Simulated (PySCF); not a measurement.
# C5H7N2: the cost of one run

Computed with PySCF 2.14.0 and routines of our own; the level stands in each step. Atoms count from 0.

## 1. The starting structure

14 atoms, charge 1, multiplicity 1; geometry from: GFN2-xTB.

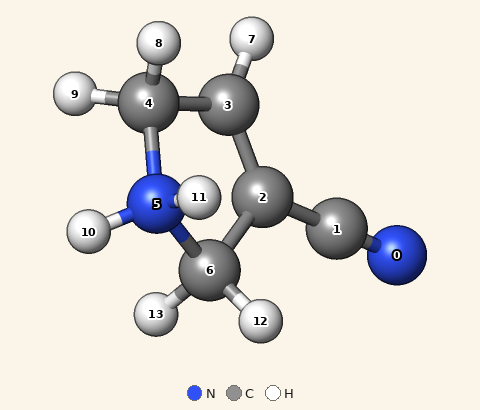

The starting geometry (nitrogen blue, carbon grey, hydrogen white).

## 2. Magnetic properties: GIAO wB97X-D/pcSseg-1

What the job is given:

```
{"job": {"kind": "mag", "xc": "wB97X-D", "basis": "pcSseg-1", "isotopologues": 2}, "charge": 1, "multiplicity": 1}
N      3.459715     0.977968     0.045842
C      2.342667     0.736515     0.033146
C      0.967097     0.416954     0.017905
C     -0.053430     1.207213     0.346989
C     -1.358890     0.496101     0.178086
N     -0.952525    -0.939770     0.007812
C      0.481678    -0.943242    -0.423163
H      0.005426     2.228377     0.673754
H     -2.026869     0.619724     1.031757
H     -1.874847     0.854459    -0.718154
H     -1.556393    -1.437983    -0.653030
H     -1.028917    -1.416561     0.912811
H      1.038290    -1.762768     0.034915
H      0.556319    -1.037461    -1.510837
```

Method: GIAO wB97X-D/pcSseg-1 magnetisability, rotational g tensor and spin-rotation constants, non-relativistic, gas phase.

The run is started by

```
$ OMP_NUM_THREADS=1 python excited_run.py task.json out
```

The driver reads the jobs from task.json and runs them one after another.

**Question.** How long does this first job take on 1 thread of AMD EPYC 7B13, shared host, and how much memory does it need?

About 22 s, with a peak of 0.78 GiB.
